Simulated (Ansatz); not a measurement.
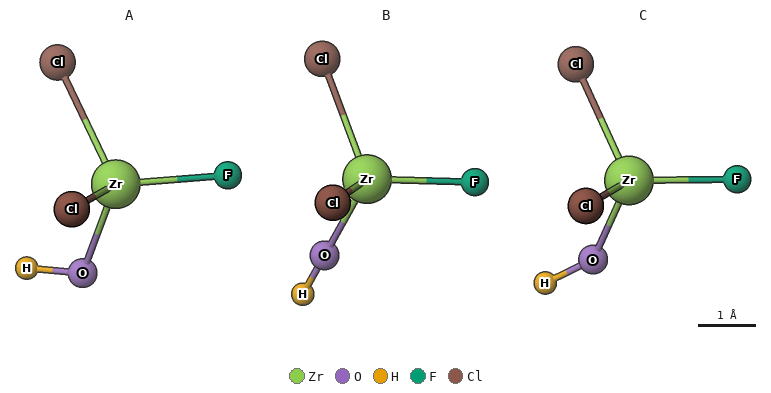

3 geometries from one relaxation of ZrHOCl$_{2}$F, in shuffled order. The picture is a ball-and-stick view, seen from a free direction.

The run prepares the start of a later molecular dynamics calculation, from a guessed geometry.

These are results of RKS PBE-D4/def2-SVP in Ansatz 0.2.0, not measurements. Set-up: no spin polarisation; force threshold 0.02 eV/Å; at most 40 steps.

Q: Put them in the order of the run, from the start to the converged end.

A: A, C, B. They are steps 0, 4, 9, at +0.810 eV, +0.061 eV relative to the last. Over 9 geometry steps the energy falls by 0.810 eV. Largest force component: 2.4 eV/Å at the start, 0.0045 eV/Å at the end. The largest move after the best rigid fit is that of the H atom, 0.61 Å. By element the largest moves are H 0.61 Å, O 0.44 Å, Cl 0.24 Å, F 0.23 Å, Zr 0.14 Å. Near-neighbour distances that change, for instance: O–Zr 2.070 → 1.898 Å, Cl–Zr 2.518 → 2.360 Å, F–Zr 1.980 → 1.906 Å, H–O 1.010 → 0.968 Å. Among the angles between lasting bonds that change: Zr–O–H 109.5° → 179.9°. Cost: 44 s on 1 thread of Arm Neoverse V2 (shared host), peak memory 0.15 GiB.
